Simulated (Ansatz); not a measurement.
Molecule (SMILES): O=[SiH] (O-SiH), doublet.
Atoms: Si1, O2, H3. Bonds: Si1-O2, Si1-H3.

Basis-set convergence of the optimised Si1-O2 bond length at HF with Ansatz (a first-principles code). Cartesian d functions, on some or all atoms, in 6-31G**, 6-311G**; all else is spherical. The program fits the integrals of some runs and decomposes those of others, by size. Core-valence sets carry the plain set on hydrogen. Open shells are unrestricted. No added dispersion term, no relativity. Reference: the value in aug-pcseg-3, 1.4864 Å, itself unsure by roughly 0.0008 Å (its mean distance from aug-cc-pV(Q+d)Z, def2-QZVPPD, pcseg-3). Deviations are taken from unrounded values.

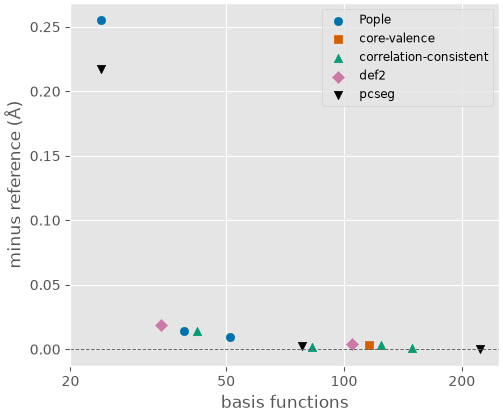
Figure: Deviation from the reference against the number of basis functions, by family of sets.

```json
[
 {"basis": "6-31G", "functions": "24", "optimised Si1-O2 bond length (Å)": "1.7419", "minus reference (Å)": "0.2555"},
 {"basis": "pcseg-0", "functions": "24", "optimised Si1-O2 bond length (Å)": "1.7040", "minus reference (Å)": "0.2176"},
 {"basis": "def2-SV(P)", "functions": "34", "optimised Si1-O2 bond length (Å)": "1.5054", "minus reference (Å)": "0.0190"},
 {"basis": "6-31G**", "functions": "39", "optimised Si1-O2 bond length (Å)": "1.5007", "minus reference (Å)": "0.0143"},
 {"basis": "cc-pV(D+d)Z", "functions": "42", "optimised Si1-O2 bond length (Å)": "1.5002", "minus reference (Å)": "0.0138"},
 {"basis": "6-311G**", "functions": "51", "optimised Si1-O2 bond length (Å)": "1.4958", "minus reference (Å)": "0.0094"},
 {"basis": "pcseg-2", "functions": "78", "optimised Si1-O2 bond length (Å)": "1.4886", "minus reference (Å)": "0.0021"},
 {"basis": "cc-pV(T+d)Z", "functions": "83", "optimised Si1-O2 bond length (Å)": "1.4882", "minus reference (Å)": "0.0018"},
 {"basis": "def2-TZVPPD", "functions": "105", "optimised Si1-O2 bond length (Å)": "1.4901", "minus reference (Å)": "0.0037"},
 {"basis": "cc-pCVTZ", "functions": "116", "optimised Si1-O2 bond length (Å)": "1.4894", "minus reference (Å)": "0.0030"},
 {"basis": "aug-cc-pV(T+d)Z", "functions": "124", "optimised Si1-O2 bond length (Å)": "1.4893", "minus reference (Å)": "0.0029"},
 {"basis": "cc-pV(Q+d)Z", "functions": "149", "optimised Si1-O2 bond length (Å)": "1.4875", "minus reference (Å)": "0.0011"},
 {"basis": "aug-pcseg-3", "functions": "223", "optimised Si1-O2 bond length (Å)": "1.4864", "minus reference (Å)": "0.0000"}
]
```
